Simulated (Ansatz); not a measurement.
**SnCl2 (SMILES [Cl][Sn][Cl]) at SVWN5/def2-SVP (core potential)**

Aim: the vertical ionisation energy of SnCl2 at SVWN5/def2-SVP (core potential), from 2 runs. 

The results are computed with Ansatz 0.2.0.

28 further runs of the same task are left out: 28 set aside as unsound or not needed.

### Step 1. Starting point

SnCl2 has 3 atoms, charge 0, and is taken as a singlet. As SMILES, `[Cl][Sn][Cl]`. Geometry: a GFN2-xTB relaxation, a rough one for these elements and not checked as a minimum.

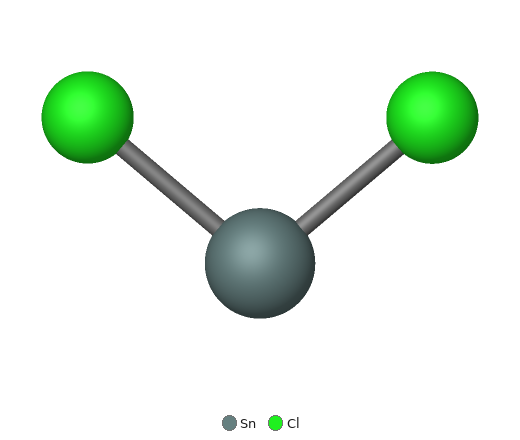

Viewed from a chosen angle; tin teal, chlorine green.

### Step 2. A single-point energy at SVWN5/def2-SVP (core potential)

run.yaml

```yaml
crystal:
  periodic: [false, false, false]
  atoms:
    - {symbol: Sn, position_ang: [0.004910, -0.007160, -1.023740]}
    - {symbol: Cl, position_ang: [1.812600, -0.019020, 0.521020]}
    - {symbol: Cl, position_ang: [-1.817510, 0.026180, 0.502720]}
basis:
  gaussian:
    orbitals: def2-SVP
hamiltonian:
  xc: {name: SVWN5}
accuracy: high
total_charge: 0
output:
  orbitals: {seedname: orbitals}
```

Run with:

```sh
ansatz run run.yaml --threads 1 --pin off --max-ram 2610MiB --events-out events.jsonl --progress --plain --runs-dir runs
```

What it wrote:

```text
Warning: RAYON_NUM_THREADS=1 ignored (pool sized by the plan → 1); use --threads N
Functional definition: SVWN5
  name "SVWN5"
  exchange = slater_x
  correlation = vwn5_c
1264 factors; integrals over basis functions are off by at most 4.1e-9 eV
mean field evaluation 1: about -30780.8710 eV, gradient 2.0e1 eV
mean field evaluation 2: about -30772.7455 eV, gradient 5.4e1 eV
mean field evaluation 4: about -30782.1231 eV, gradient 1.6e0 eV
mean field evaluation 8: about -30782.1306 eV, gradient 7.8e-2 eV
mean field evaluation 16: about -30782.1306 eV, gradient 1.7e-5 eV
mean field -30782.13060428 eV, -1131.2224348297 hartree, gradient 3.1e-8 eV, S^2 0.000000; 0 other end points of the search recorded, 0 dependent functions left out
reference -30782.13060673 eV, -1131.2224349197 hartree; 28, 28 occupied and 34, 34 virtual orbitals, 1264 factors
Total energy: -30782.13060673 eV, -1131.2224349197 hartree
```

It took 1.2 s on 1 thread of AMD EPYC 9R45 (Zen 5), shared host; peak memory 0.16 GiB.

### Step 3. The doublet cation, same level

input.yaml

```yaml
crystal:
  periodic: [false, false, false]
  atoms:
    - {symbol: Sn, position_ang: [0.004910, -0.007160, -1.023740]}
    - {symbol: Cl, position_ang: [1.812600, -0.019020, 0.521020]}
    - {symbol: Cl, position_ang: [-1.817510, 0.026180, 0.502720]}
basis:
  gaussian:
    orbitals: def2-SVP
hamiltonian:
  xc: {name: SVWN5}
output: {orbitals: {seedname: orbitals}}
total_charge: 1
magnetization:
  spin_polarized: true
  initial_magnetization: 1
accuracy: high
```

Run with:

```sh
ansatz run input.yaml --threads 1 --pin off --max-ram 2610MiB --events-out events.jsonl --progress --plain --runs-dir runs
```

What it wrote:

```text
Warning: RAYON_NUM_THREADS=1 ignored (pool sized by the plan → 1); use --threads N
[... 4 set-up lines as earlier in the session ...]
1264 factors; integrals over basis functions are off by at most 4.1e-9 eV
mean field evaluation 1: about -30765.6703 eV, gradient 3.1e1 eV
mean field evaluation 2: about -30704.7560 eV, gradient 9.5e1 eV
mean field evaluation 4: about -30771.7840 eV, gradient 6.7e0 eV
mean field evaluation 8: about -30772.1233 eV, gradient 1.4e-1 eV
mean field evaluation 16: about -30772.1227 eV, gradient 2.7e-5 eV
mean field evaluation 32: about -30772.0581 eV, gradient 1.8e0 eV
mean field evaluation 64: about -30772.0748 eV, gradient 5.2e-1 eV
mean field evaluation 96: about -30772.0515 eV, gradient 2.7e0 eV
mean field -30772.12267310 eV, -1130.8546501427 hartree, gradient 8.4e-8 eV, S^2 0.751269; 12 other end points of the search recorded, 0 dependent functions left out
reference -30772.12267562 eV, -1130.8546502352 hartree; 28, 27 occupied and 34, 35 virtual orbitals, 1264 factors
Total energy: -30772.12267562 eV, -1130.8546502352 hartree
```

Wall time 4.2 s (1 thread of AMD EPYC 9R45 (Zen 5), shared host); peak memory 0.2 GiB.

### Step 4. What came out

Level: SVWN5/def2-SVP (core potential).

```
                                          quantity           value
                       singlet SnCl2: total energy  -1131.22243 Eh
                        singlet SnCl2: HOMO energy        -6.88 eV
                        singlet SnCl2: LUMO energy        -3.83 eV
                      singlet SnCl2: HOMO–LUMO gap         3.05 eV
                      doublet cation: total energy  -1130.85465 Eh
doublet cation: HOMO energy (highest over α and β)       -13.42 eV
 doublet cation: LUMO energy (lowest over α and β)       -13.15 eV
                              doublet cation: ⟨S²⟩           0.751
vertical ionisation energy (to the doublet cation)       10.008 eV
```

Removing an electron at fixed nuclei costs 10.01 eV (966 kJ/mol). −ε(HOMO) before ionisation, 6.88 eV, is 3.13 eV below this ionisation energy.
